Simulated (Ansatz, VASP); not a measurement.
**GaSb2 in two plane-wave programs**

Wanted: the spread between two codes on one cell, functional and k mesh. The cell is invented: other elements were put on sites of a known structure type. It may not be a known or stable phase.

Program: Ansatz 0.2.0. Level of theory: plane waves, with VASP 6.6.1 beside it; single point at HSE06 with D3(BJ). Results are calculated unless marked as measured.

## (1) The starting structure

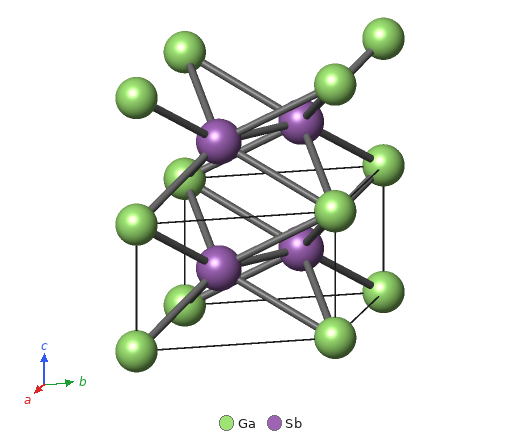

Start, viewed slightly off an axis; gallium green, antimony purple. 1×1×2 cells are drawn. Some periodic images of atoms are drawn too.

As a file:

```
Ga Sb
1.0
     5.26744    0.00000    0.00000
    -2.63372    4.56174    0.00000
     0.00000    0.00000    3.30410
Ga Sb
1 2
Direct
  0.00000 0.00000 0.00000
  0.33333 0.66667 0.50000
  0.66667 0.33333 0.50000
```

## (2) VASP: single point, HSE06 with D3(BJ)

With cell and atoms fixed, the geometry can't cause a difference; cores, projectors, grids and the points listed under the comparison can.

Lines of VASP's logs that name or quote its potential files are left out, and so is its time.

INCAR reads:

```
SYSTEM = GaSb2
PREC = Accurate
ENCUT = 400
EDIFF = 1E-06
NELM = 100
ISMEAR = 0
SIGMA = 0.01
LREAL = .FALSE.
ALGO = Normal
LHFCALC = .TRUE.
AEXX = 0.25
GGA = PE
HFSCREEN = 0.2
IVDW = 12
VDW_S6 = 1
VDW_S8 = 2.31
VDW_A1 = 0.383
VDW_A2 = 5.685
LASPH = .TRUE.
NBANDS = 19
ISPIN = 2
MAGMOM = 0.5 0 0
PRECFOCK = Fast
LORBIT = 11
LWAVE = .FALSE.
LCHARG = .TRUE.
ISIF = 2
LELF = .TRUE.
LVHAR = .TRUE.
```

POSCAR reads:

```
GaSb2
1.0
    5.2674424791     -0.0000000018      0.0000000000
   -2.6337212475      4.5617389959      0.0000000000
    0.0000000000      0.0000000000      3.3040976643
Ga Sb
1 2
Direct
    0.0000000000      0.0000000000      0.0000000000
    0.3333333300      0.6666666700      0.5000000000
    0.6666666700      0.3333333300      0.5000000000
```

KPOINTS reads:

```
Automatic mesh
0
Gamma
3 3 4
0 0 0
```

PAW data sets: Ga_d and Sb (PBE family, release 64).

On the command line:

```sh
> mpirun -np 1 vasp_std
```

Numbers of over 12 decimals in the logs are rounded to 6 here.

The log of the run:

```text
[banner, memory and clock lines left out]
running    1 mpi-ranks, on    1 nodes
 distrk:  each k-point on    1 cores,    1 groups
 distr:  one band on    1 cores,    1 groups

 POSCAR found type information on POSCAR GaSb
 POSCAR found :  2 types and       3 ions
 LDA part: xc-table for (Slater+PW92), standard interpolation
 found WAVECAR, reading the header
 POSCAR, INCAR and KPOINTS ok, starting setup
 FFT: planning ... GRIDC
 FFT: planning ... GRID_SOFT
 FFT: planning ... GRID
 reading WAVECAR
 the WAVECAR file was read successfully
 initial charge from wavefunction
 entering main loop
       N       E                     dE             d eps       ncg     rms          rms(c)
DAV:   1    -0.129507995057E+02   -0.12951E+02   -0.34531E+00   840   0.136E+01    0.195E+01
DAV:   2    -0.129541550740E+02   -0.33556E-02   -0.80012E-02   903   0.284E+00    0.128E+01
DAV:   3    -0.129510516786E+02    0.31034E-02   -0.98855E-03   873   0.997E-01    0.792E+00
DAV:   4    -0.129495157814E+02    0.15359E-02   -0.22897E-03   729   0.335E-01    0.473E+00
DAV:   5    -0.129490561650E+02    0.45962E-03   -0.80959E-04   756   0.150E-01    0.280E+00
DAV:   6    -0.129489544062E+02    0.10176E-03   -0.19784E-04   766   0.760E-02    0.166E+00
DAV:   7    -0.129489313350E+02    0.23071E-04   -0.38712E-05   763   0.371E-02    0.985E-01
DAV:   8    -0.129489285268E+02    0.28082E-05   -0.96613E-06   742   0.184E-02    0.584E-01
DAV:   9    -0.129489303330E+02   -0.18063E-05   -0.31452E-06   729   0.954E-03    0.345E-01
DAV:  10    -0.129489329296E+02   -0.25966E-05   -0.97112E-07   461   0.528E-03    0.205E-01
DAV:  11    -0.129489349253E+02   -0.19957E-05   -0.43397E-07   384   0.385E-03    0.122E-01
DAV:  12    -0.129489361743E+02   -0.12490E-05   -0.15606E-07   381   0.244E-03    0.716E-02
DAV:  13    -0.129489369577E+02   -0.78340E-06   -0.70472E-08   372   0.187E-03
   1 F= -.14584116E+02 E0= -.14583656E+02  d E =-.919726E-03  mag=     0.2222
```

OUTCAR, selected parts (step 2):

```text
ion  position               nearest neighbor table
   1  0.000  0.000  0.000-
   2  0.333  0.667  0.500-   3 3.04   3 3.04   3 3.04
   3  0.667  0.333  0.500-   2 3.04   2 3.04   2 3.04

  LATTYP: Found a hexagonal cell.
 ALAT       =     5.2674424791
 C/A-ratio  =     0.6272679156

 Subroutine GETGRP returns: Found 24 space group operations
 (whereof 24 operations were pure point group operations)

The static configuration has the point symmetry D_6h.

 Found      9 irreducible k-points:

   k-points           NKPTS =      9   k-points in BZ     NKDIM =     36   number of bands    NBANDS=     19

   dimension x,y,z NGX =    36 NGY =   36 NGZ =   24
   dimension x,y,z NGXF=    72 NGYF=   72 NGZF=   48

   ENCUT  =  400.0 eV  29.40 Ry    5.42 a.u.   8.59  8.59  5.39*2*pi/ulx,y,z

   NELECT =      23.0000    total number of electrons

 k-points in reciprocal lattice and weights: Automatic mesh
   0.00000000  0.00000000  0.00000000       0.028
   0.33333333  0.00000000  0.00000000       0.167
   0.33333333  0.33333333  0.00000000       0.056
   0.00000000  0.00000000  0.25000000       0.056
   0.33333333  0.00000000  0.25000000       0.333
   0.33333333  0.33333333  0.25000000       0.111
   0.00000000  0.00000000  0.50000000       0.028
   0.33333333  0.00000000  0.50000000       0.167
   0.33333333  0.33333333  0.50000000       0.056

  exchange ACFDT corr.  =         0.00000000  see jH, gK, PRB 81, 115126

 average (electrostatic) potential at core
       1 -56.7990       2 -82.3595       3 -82.3595

 E-fermi :   6.9141

 spin component 1
 k-point     1 :       0.0000    0.0000    0.0000
  band No.  band energies     occupation
    ...
      8       1.3208      1.00000
      9       2.4524      1.00000
     10       2.4524      1.00000
     11       4.3655      1.00000
     12       4.3656      1.00000
     13       8.5387      0.00000
     14      12.6351      0.00000
     15      12.8942      0.00000
     16      14.7358      0.00000
     17      14.7359      0.00000
    ...

 k-point     2 :       0.3333    0.0000    0.0000
  band No.  band energies     occupation
    ...
      6      -6.2166      1.00000
      7      -3.6141      1.00000
      8      -0.2979      1.00000
      9       1.2384      1.00000
     10       4.8355      1.00000
     11       7.2728      0.00000
     12       8.6796      0.00000
     13       9.3243      0.00000
     14      10.4603      0.00000
     15      11.5935      0.00000
    ...

 k-point     3 :       0.3333    0.3333    0.0000
  band No.  band energies     occupation
    ...
      7      -4.9826      1.00000
      8      -1.9948      1.00000
      9       4.5019      1.00000
     10       5.1076      1.00000
     11       5.1076      1.00000
     12      10.4672      0.00000
     13      10.4672      0.00000
     14      11.1950      0.00000
     15      11.6103      0.00000
     16      11.6104      0.00000
    ...

 k-point     4 :       0.0000    0.0000    0.2500
  band No.  band energies     occupation
    ...
      9       3.1724      1.00000
     10       3.1724      1.00000
     11       4.3032      1.00000
     12       5.3613      1.00000
     13       5.3613      1.00000
     14       8.4144      0.00000
     15      10.7461      0.00000
     16      12.4188      0.00000
     17      12.4189      0.00000
     18      13.4298      0.00000
    ...

 k-point     5 :       0.3333    0.0000    0.2500
  band No.  band energies     occupation
    ...
      8       0.5314      1.00000
      9       2.0931      1.00000
     10       3.9827      1.00000
     11       5.6298      1.00000
     12       6.9126      0.58333
     13       7.9890      0.00000
     14       8.8253      0.00000
     15       9.9955      0.00000
     16      10.9995      0.00000
     17      11.5439      0.00000
    ...

 k-point     6 :       0.3333    0.3333    0.2500
  band No.  band energies     occupation
    ...
      9       4.5348      1.00000
     10       5.3466      1.00000
     11       5.3466      1.00000
     12       6.0389      1.00000
     13       6.0390      1.00000
     14       8.6989      0.00000
     15      11.9320      0.00000
     16      12.1573      0.00000
     17      12.1573      0.00000
     18      15.0894      0.00000
    ...

 Edisp (eV)   -1.63518

  Total      -1.15053    -1.15053    -3.85291     0.00000     0.00000     0.00000
  in kB     -23.21807   -23.21807   -77.75283     0.00000     0.00000     0.00000
  external pressure =      -41.40 kB  Pullay stress =        0.00 kB

  energy-cutoff  :      400.00
  volume of cell :       79.39
      direct lattice vectors                 reciprocal lattice vectors
     5.267442479 -0.000000002  0.000000000     0.189845452  0.109607323  0.000000000
    -2.633721248  4.561738996  0.000000000     0.000000000  0.219214646  0.000000000
     0.000000000  0.000000000  3.304097664     0.000000000  0.000000000  0.302654492

 POSITION                                       TOTAL-FORCE (eV/Angst)
 -----------------------------------------------------------------------------------
      0.00000      0.00000      0.00000         0.000000      0.000000      0.000000
     -0.00000      3.04116      1.65205        -0.000000      0.000000     -0.000000
      2.63372      1.52058      1.65205         0.000000     -0.000000      0.000000
 -----------------------------------------------------------------------------------
    total drift:                                0.000000      0.000006      0.000000

  FREE ENERGIE OF THE ION-ELECTRON SYSTEM (eV)
  ---------------------------------------------------
  free  energy   TOTEN  =       -14.5841156119 eV

  energy  without entropy=      -14.5831958858  energy(sigma->0) =      -14.58365575

 total charge
# of ion       s       p       d       tot
------------------------------------------
    1        1.145   0.308   9.945  11.399
    2        1.263   1.230   0.037   2.530
    3        1.263   1.230   0.037   2.530
--------------------------------------------------
tot          3.671   2.767  10.020  16.459

 magnetization (x)
# of ion       s       p       d       tot
------------------------------------------
    1       -0.002   0.018   0.001   0.017
    2        0.013   0.031   0.001   0.045
    3        0.013   0.031   0.001   0.045
--------------------------------------------------
tot          0.024   0.079   0.004   0.107

[... 6 further parts left out ...]
```

The run ends at a pressure of -4.14 GPa.

[end of part 1 of 2]

[Lines on the potential files, build, host, timing and source positions are cut from VASP's logs without a mark.]

[Logs are printed without paths, hosts, clocks, repeated set-up lines and the standing remarks that a program may print on its own settings, such as how far it seeks lower states.]

[Hosts, paths, dates, database ids (printed as entryN), source tags and the programs' standing remarks are cut or masked in the printed files.]
